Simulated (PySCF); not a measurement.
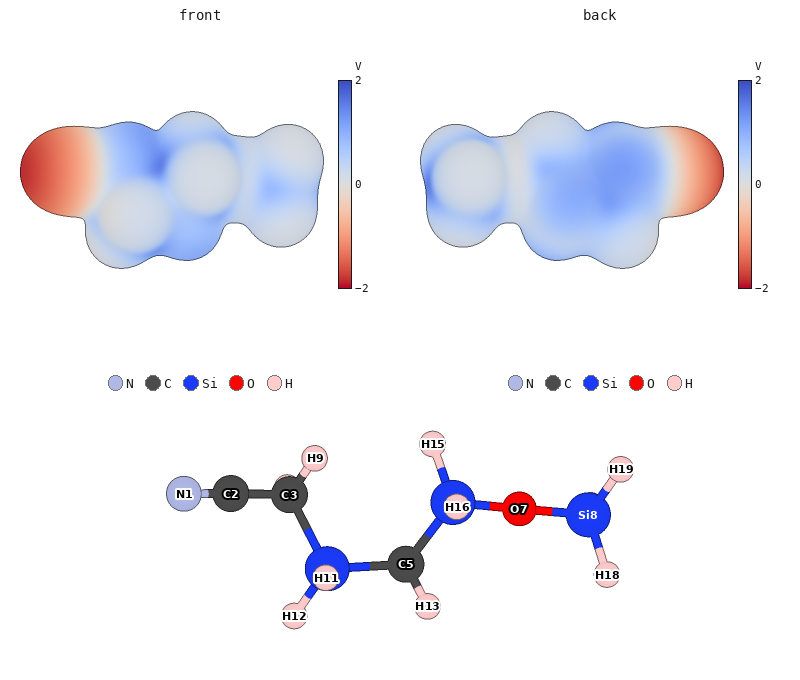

The picture shows: C$_{3}$H$_{11}$NOSi$_{3}$. The electrostatic potential painted on the density surface at 0.001 e/bohr³, seen from the front and from behind; the colour scale runs from red (negative) to blue (positive). The bare structure is drawn below in the same view.

Geometry: GFN2-xTB.

The calculation used PySCF 2.14.0, PBE0/pcSseg-1, SCF density, gas phase, non-relativistic.

Input file:

```
{"job": {"kind": "nmr", "xc": "PBE0", "basis": "pcSseg-1"}, "charge": 0, "multiplicity": 1}
N     -5.178520    -0.141566     0.491730
C     -4.085223     0.165807     0.347523
C     -2.716865     0.516701     0.156315
Si    -1.756531    -0.923348    -0.673821
C      0.059008    -0.398733    -0.796930
Si     0.910024     0.008621     0.852586
O      2.469163     0.318767     0.558755
Si     4.067461     0.512329     0.395297
H     -2.275711     0.748072     1.126380
H     -2.670264     1.414554    -0.461524
H     -1.916792    -2.121161     0.154709
H     -2.331717    -1.150745    -2.006344
H      0.608406    -1.203924    -1.283786
H      0.143540     0.460949    -1.462945
H      0.377221     1.234785     1.452370
H      0.856273    -1.124194     1.776358
H      4.239913     1.713385    -0.418859
H      4.569930    -0.685911    -0.274646
H      4.620879     0.664862     1.739142
```

Command:

```sh
OMP_NUM_THREADS=1 python probes_run.py task.json out
```

Where is the surface potential most negative and most positive?

The most negative region (about −1.8 V) lies over N1, the most positive (about +1.4 V) over Si4, Si6, Si8 and H9. N1 is the likeliest acceptor of a hydrogen bond.

How polar is the molecule by this calculation?

Its dipole moment is 4.94 D.
